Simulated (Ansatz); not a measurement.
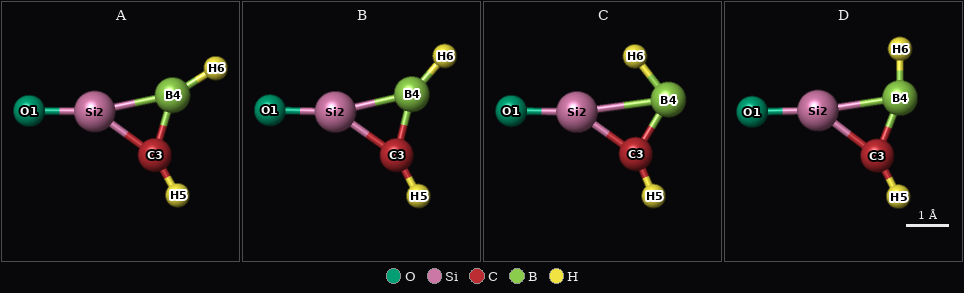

4 geometries from a converged minimum-energy path of CH₂BOSi (charge −1), shuffled. The picture is a ball-and-stick view, seen at a tilt.

Theory: RKS BLYP-D4/def2-SVP in Ansatz 0.2.0. Set-up: 9 movable images; climbing image; force threshold 0.05 eV/Å; iteration limit 58; starting path through a guess of the saddle point.

**One of them is the converged climbing image. Which?**

C. In order along the path, whose images run from 0 to 10: A (image 0, 0.00 eV), B (image 1, +0.13 eV), D (image 3, +1.31 eV), C (image 5, +1.91 eV). Breaking: B4–H6 (1.23 → 1.32 at the top → 3.15 Å), Si2–B4 (1.92 → 2.22 at the top → 2.86 Å). Forming: Si2–H6 (3.10 → 1.94 at the top → 1.52 Å).

Limits of the set-up: the basis has no diffuse functions, which an anion needs.
